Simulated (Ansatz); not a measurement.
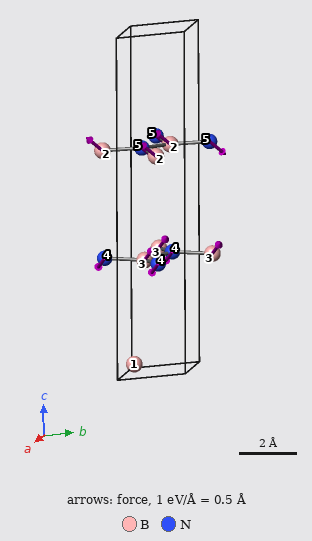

Starting geometry of crystalline B$_{3}$N$_{2}$ (built on the A-type sesquioxide_164 type) (coarse preliminary run) with the computed forces as purple arrows. The picture is a ball-and-stick view of the cell of the calculation, seen slightly off an axis.

These are results of DFT PBE, scalar-relativistic, plane waves, PAW (Ansatz 0.2.0), not measurements.

The input:
```yaml
crystal:
  lattice:
    - [2.5131775262, -0.0075314248, 0.0201956555]
    - [-1.2631111683, 2.1940160249, 0.0348428199]
    - [0.1014694031, 0.2607269028, 12.3285874728]
  atoms:
    - { symbol: B, position: [0.0837381126, 0.0557613568, 0.013641645] }
    - { symbol: B, position: [0.3274339888, 0.6473680401, 0.6544671855] }
    - { symbol: B, position: [0.6112916983, 0.3248083614, 0.3316300592] }
    - { symbol: "N", position: [0.3079509949, 0.6712956372, 0.3384966608] }
    - { symbol: "N", position: [0.6695852055, 0.3007666044, 0.6617644495] }
basis:
  ecutwfc: 420
kpoints:
  mp_grid: { grid: [12, 12, 2] }
hamiltonian:
  xc: pbe
scf:
  occupations: { method: gaussian, width: 0.1 }
output:
  forces: true
  stress: true
  eigenvalues: true
relax:
  adjacent_minimum: "off"
  f_tol: 0.015
  max_steps: 120
  cell: { stress_tol: 0.15 }
```

Launched with:
```bash
ansatz run input.yaml --threads 1 --pin off --max-ram 2560MiB --backend cpu --events-out ev --progress --plain --runs-dir out
```

> What follows when this structure is relaxed?

It isn't relaxed: the largest force vector, on B atoms, is 2.57 eV/Å. The final displacements have little in common with the starting forces (cosine between the two patterns 0.29). The energy falls by 65.0 meV per atom in 6 accepted moves (7 points after the start). The largest force component goes from 2.1 to 0.0011 eV/Å. Pressure: −7.18 GPa at the start and −0.08 GPa at the end. At 1 point the geometry stayed and the basis and grid were re-selected for the new cell (energy shift of 0.4 meV per atom at most each time). The atom that moves furthest relative to the cell is B1 (0.22 Å along [2 0 −1]). By element the largest moves are B 0.22 Å, N 0.12 Å. Cell: a 2.513 → 2.473 Å (−1.6 %), b 2.532 → 2.473 Å (−2.3 %), c 12.332 → 12.489 Å (+1.3 %), β 89.1° → 89.2°. Volume −2.6 %. Among the contacts that change: B3–N4 1.520 → 1.428 Å, B2–N5 1.507 → 1.428 Å, B2–N5 (another image) 1.438 → 1.428 Å. Among the angles between lasting bonds that change: N4–B3–N4 124.8° → 120.0°, B3–N4–B3 124.8° → 120.0°, N4–B3–N4 117.1° → 120.0°. The space group stays P1 (No. 1). The run took 2.6 min on 1 thread of Arm Neoverse V1 (shared host), peak memory 0.46 GiB.
